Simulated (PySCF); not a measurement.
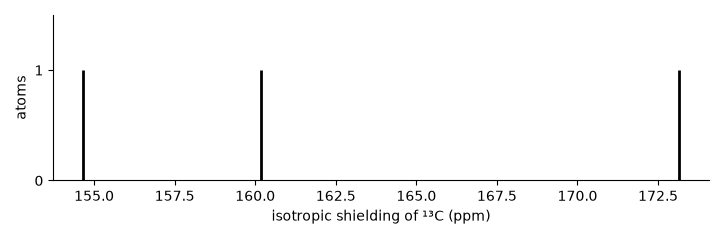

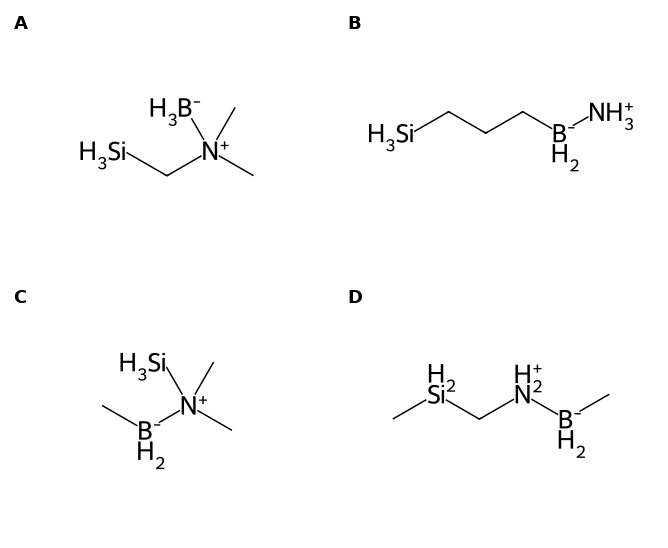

The sticks are computed shieldings of one of the molecules, for one fixed geometry (GFN2-xTB) without averaging over rotations. Low shielding means a high chemical shift. Method: GIAO PBE0/pcSseg-1 NMR shielding, non-relativistic, gas phase (PySCF 2.14.0).

**Match the spectrum to a structure.**

B, `[NH3+][BH2-]CCC[SiH3]`. Its 3 C atoms give lines at 154.7, 160.2, 173.1 ppm.

The geometry is semi-empirical. Around B, Si such bond lengths and angles can be off by a tenth of an ångström or more and by several degrees, and values that hang on the shape move with them.
